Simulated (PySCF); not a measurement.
```xyz
14

C    -0.9516   -1.6398    0.2016
Si   -0.2824    0.1203    0.4937
C    -1.1562    1.3710   -0.6481
Cl   -0.6532    0.6392    2.4208
Si    2.0183    0.1564    0.0660
Cl    2.8625    1.9844    0.3300
Cl    3.0767   -1.1445    1.2114
Cl    2.3657   -0.3654   -1.8699
H    -2.0207   -1.6942    0.3886
H    -0.4698   -2.3596    0.8579
H    -0.7788   -1.9622   -0.8206
H    -0.7917    2.3809   -0.4805
H    -2.2295    1.3807   -0.4789
H    -0.9899    1.1323   -1.6941
```

Geometry: GFN2-xTB.

Method: PySCF, PBE0/pcSseg-1, SCF density, in a chloroform solvent model, non-relativistic.

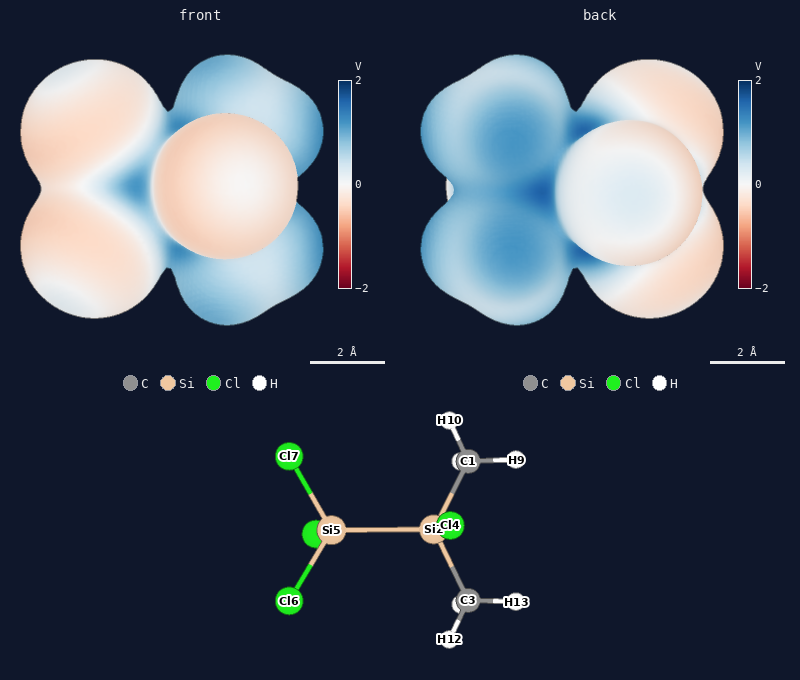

C₂H₆Cl₄Si₂. The molecular electrostatic potential painted on the density surface at 0.002 e/bohr³, seen from the front and from behind; the colour scale runs from red (negative) to blue (positive). The bare structure is drawn below in the same view.

**Which sites attract a positive test charge, and which a negative one?**

A positive charge is drawn to the negative regions and a negative charge to the positive ones. The most negative region (about −0.5 V) lies over Cl4, Cl6 and Cl7, the most positive (about +1.5 V) over Si2 and Si5. Cl6 shows a σ-hole: about +0.1 V at the tip opposite its bond, against about −0.2 V on its flanks. Cl7 shows a σ-hole: about +0.2 V at the tip opposite its bond, against about −0.2 V on its flanks.

**How polar is the molecule by this calculation?**

Its dipole moment is 3.29 D.
